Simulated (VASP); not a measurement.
Band structure of TeO$_{2}$ (space group P2_12_12_1). Level of theory: PBEsol GGA, VASP's PBE PAW potentials (set 64) (plane waves; VASP 6.6.1).

Unless said otherwise, spin-orbit coupling is left out, though it shifts the bands of the heavy elements here.

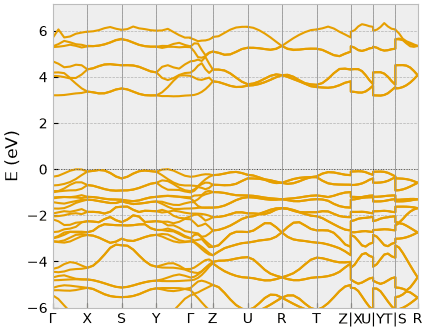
Figure: Bands along high-symmetry lines, zero at the valence-band maximum or, without a gap, the Fermi level

Task: Read the plot: is there a gap, and where are the band edges?

Result: The gap is indirect, 3.16 eV, from the valence maximum at Y-Γ at 0.33 to the conduction minimum at Y-Γ at 0.50. (Edges off the drawn lines would not show.)

The structure comes from a computed database's TeO2 entry (P2_12_12_1); how it stands against other phases isn't given here. It was relaxed first.
